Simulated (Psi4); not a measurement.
# AlNH2Cl (SMILES [NH2][Al][Cl]) at UB2PLYP/aug-pcseg-3 (density fitting, density fitting for correlation, sweep point 4)

Aim: the vertical ionisation energy of AlNH2Cl at UB2PLYP/aug-pcseg-3 (density fitting, density fitting for correlation, sweep point 4), from 2 runs. 

The results are computed with Psi4 1.11.

## (1) The system as given

The species is AlNH2Cl (5 atoms), meant as a doublet with charge 0. As SMILES, `[NH2][Al][Cl]`. Geometry: relaxed at PBE0-D4/def2-TZVP. This is one conformer, not always the lowest.

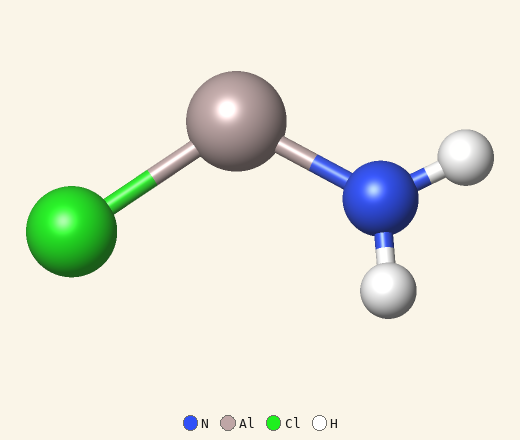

The structure, seen from a chosen angle (nitrogen blue, aluminium light grey, chlorine green, hydrogen white).

## (2) The energy at UB2PLYP/aug-pcseg-3 (density fitting, density fitting for correlation, sweep point 4)

Input file calc.in:

```
memory 1600 MB

molecule geom {
  0 2
  N     -0.549400     0.461700    -0.232000
  Al     0.402600    -0.291600     1.049100
  Cl     1.907000    -1.649700     0.440800
  H     -1.293600     1.123300    -0.083500
  H     -0.416600     0.282700    -1.215900
  symmetry c1
}

set {
  basis aug-pcseg-3
  reference uks
  puream true
  scf_type df
  dft_radial_points 99
  dft_spherical_points 590
  num_frozen_docc 11
  maxiter 150
}

e_tot, wfn = energy('b2plyp', return_wfn=True)
```

The run is started by

```bash
$ psi4 -n 1 calc.in calc.out
```

calc.out:

```text
[...]
  Running in c1 symmetry.
[...]
  Nuclear repulsion =  119.524169334353630
[...]
  Multiplicity = 2
[...]
  Nalpha       = 20
  Nbeta        = 19
[...]
    Number of basis functions: 361
[...]
   @DF-UKS iter   1:  -758.00024592821262   -4.03979e-01   2.28832e-03 DIIS/ADIIS
[...]
   @DF-UKS iter   8:  -758.28489478449706   -9.53421e-07   7.80319e-07 DIIS
[...]
   @S^2 Observed:                7.520668287E-01
[...]
    Orbital Energies [Eh]
    ---------------------
    Alpha Occupied:
       1A   -102.857903     2A    -57.044751     3A    -14.817560
       4A     -9.887673     5A     -7.525331     6A     -7.522196
       7A     -7.522088     8A     -4.466490     9A     -2.920984
      10A     -2.920288    11A     -2.916804    12A     -0.957852
      13A     -0.915146    14A     -0.559625    15A     -0.520146
      16A     -0.442458    17A     -0.385919    18A     -0.383308
      19A     -0.332900    20A     -0.260121
    Alpha Virtual:
      21A     -0.005297    22A      0.003542    23A      0.011227
      24A      0.014014    25A      0.020822    26A      0.031527
[...]
  @DF-UKS Final Energy:  -758.28489478449706
   => Energetics <=
    Nuclear Repulsion Energy =            119.5241693343536298
    One-Electron Energy =               -1287.0048722976407589
    Two-Electron Energy =                 435.2821949515823121
    DFT Exchange-Correlation Energy =     -26.0863867727923235
    Empirical Dispersion Energy =           0.0000000000000000
    VV10 Nonlocal Energy =                  0.0000000000000000
    Total Energy =                       -758.2848947844970553
[...]
 Multipole Moments:
 ------------------------------------------------------------------------------------
     Multipole            Electronic (a.u.)      Nuclear  (a.u.)        Total (a.u.)
 ------------------------------------------------------------------------------------
 L = 1.  Multiply by 2.5417464519 to convert [e a0] to [Debye]
 Dipole X            :          3.0669608           -3.7462745           -0.6793137
 Dipole Y            :         -2.5212647            3.1189524            0.5976877
 Dipole Z            :          2.6414788           -2.6086102            0.0328686
 Magnitude           :                                                    0.9054160
[...]
```

Wall time 2.3 min (1 thread of Intel Xeon Platinum 8259CL at 2.50GHz (Skylake/Cascade Lake), shared host); peak memory 1.5 GiB.

## (3) The singlet cation at the same level

Input file job.inp:

```
memory 1600 MB

molecule {
  1 1
  N     -0.549400     0.461700    -0.232000
  Al     0.402600    -0.291600     1.049100
  Cl     1.907000    -1.649700     0.440800
  H     -1.293600     1.123300    -0.083500
  H     -0.416600     0.282700    -1.215900
  units angstrom
  symmetry c1
}

set {
  basis                aug-pcseg-3
  puream               true
  scf_type             df
  dft_radial_points    99
  dft_spherical_points 590
  num_frozen_docc      11
}

e_tot, wfn = energy("b2plyp", return_wfn=True)
print_variables()
```

The run is started by

```bash
$ psi4 -i job.inp -o job.out -n 1
```

job.out:

```text
[...]
  Running in c1 symmetry.
[...]
  Nuclear repulsion =  119.524169334353630
[...]
  Multiplicity = 1
[...]
  Nalpha       = 19
  Nbeta        = 19
[...]
    Number of basis functions: 361
[...]
   @DF-RKS iter   1:  -757.71694469834597   -1.20677e-01   2.18955e-03 ADIIS/DIIS
[...]
   @DF-RKS iter  10:  -757.98071033822680   -1.18014e-07   1.92121e-07 DIIS
[...]
    Orbital Energies [Eh]
    ---------------------
    Doubly Occupied:
       1A   -103.088436     2A    -57.353031     3A    -15.036810
       4A    -10.114984     5A     -7.752823     6A     -7.748966
       7A     -7.748919     8A     -4.766590     9A     -3.222155
      10A     -3.221994    11A     -3.216677    12A     -1.164888
      13A     -1.127090    14A     -0.763637    15A     -0.732047
      16A     -0.649404    17A     -0.594965    18A     -0.590264
      19A     -0.542631
[...]
  @DF-RKS Final Energy:  -757.98071033822680
   => Energetics <=
    Nuclear Repulsion Energy =            119.5241693343536298
    One-Electron Energy =               -1277.5915081781554363
    Two-Electron Energy =                 426.0368552075908610
    DFT Exchange-Correlation Energy =     -25.9502267020158897
    Empirical Dispersion Energy =           0.0000000000000000
    VV10 Nonlocal Energy =                  0.0000000000000000
    Total Energy =                       -757.9807103382267996
[...]
 Multipole Moments:
 ------------------------------------------------------------------------------------
     Multipole            Electronic (a.u.)      Nuclear  (a.u.)        Total (a.u.)
 ------------------------------------------------------------------------------------
 L = 1.  Multiply by 2.5417464519 to convert [e a0] to [Debye]
 Dipole X            :          2.3201152           -3.7462745           -1.4261593
 Dipole Y            :         -1.7817342            3.1189524            1.3372182
 Dipole Z            :          3.9698161           -2.6086102            1.3612060
 Magnitude           :                                                    2.3822184
[...]
```

Run time: 1.8 min. Hardware: 1 thread of Intel Xeon Platinum 8259CL at 2.50GHz (Skylake/Cascade Lake), shared host; peak memory 1.5 GiB.

## (4) Results

At UB2PLYP/aug-pcseg-3 (density fitting, density fitting for correlation, sweep point 4), 11 core orbitals frozen:

| quantity | value |
| --- | --- |
| doublet AlNH2Cl: total energy | -758.44650 Eh |
| doublet AlNH2Cl: HOMO energy (SCF part's orbitals) (highest over α and β) | -7.08 eV |
| doublet AlNH2Cl: LUMO energy (SCF part's orbitals) (lowest over α and β) | -1.62 eV |
| doublet AlNH2Cl: ⟨S²⟩ | 0.752 |
| singlet cation: total energy | -758.14248 Eh |
| singlet cation: HOMO energy (SCF part's orbitals) | -14.77 eV |
| singlet cation: LUMO energy (SCF part's orbitals) | -9.32 eV |
| singlet cation: HOMO–LUMO gap (SCF part's orbitals) | 5.44 eV |
| vertical ionisation energy (to the singlet cation) | 8.273 eV |

What this shows: The vertical ionisation energy comes to 8.27 eV (798 kJ/mol). Only the singlet of the ionised species was computed; a triplet could lie lower.
